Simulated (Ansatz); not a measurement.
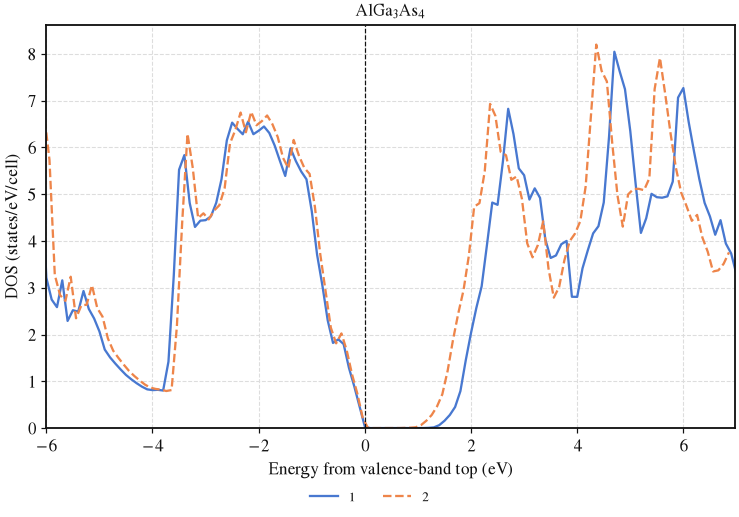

Total densities of states of AlGa$_{3}$As$_{4}$, space group P-4m2 (No. 115), 8 atoms in the cell, by two methods on the same cell. Each is counted from its own valence-band top.

Which curve is which? The methods: r2SCAN, PBE.

Answer. 1 is r2SCAN; 2 is PBE. r2SCAN gives a gap of 1.01 eV and PBE gives a gap of 0.52 eV.

Settings. r2SCAN: DFT r2SCAN, scalar-relativistic, plane waves, PAW, no spin polarisation, 10×10×4 k mesh, 500 eV cutoff, Gaussian smearing of 0.02 eV (Ansatz). PBE: DFT PBE, scalar-relativistic, plane waves, PAW, no spin polarisation, 10×10×4 k mesh, 420 eV cutoff, Gaussian smearing of 0.02 eV (Ansatz).

The structure is an invented one, so it need not be a known or stable phase.
